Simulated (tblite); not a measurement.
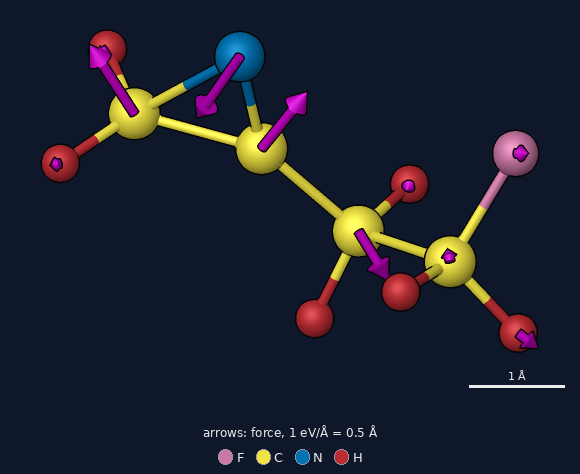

Starting geometry of C$_{4}$H$_{6}$FN with the computed forces as purple arrows. A ball-and-stick model, seen from a free direction.

The calculation used tblite, GFN2-xTB geometry optimisation, dihedral held, gas phase. 

Q: What follows when this structure is relaxed?

A: It isn't relaxed: the largest force vector, on the N atom, is 2.07 eV/Å. The final displacements have little in common with the starting forces (cosine between the two patterns 0.22). Over 54 geometry steps the energy falls by 0.241 eV. The largest move after the best rigid fit is that of the F atom, 0.34 Å. By element the largest moves are F 0.34 Å, N 0.26 Å, H 0.26 Å, C 0.10 Å. Near-neighbour distances that change, for instance: C–N 1.582 → 1.500 Å, C–C 1.400 → 1.454 Å, C–C 1.426 → 1.463 Å, C–H 1.078 → 1.095 Å. Among the angles between lasting bonds that change: N–C–C 72.7° → 66.8°, C–N–C 57.7° → 63.0°, N–C–H 112.8° → 117.1°.
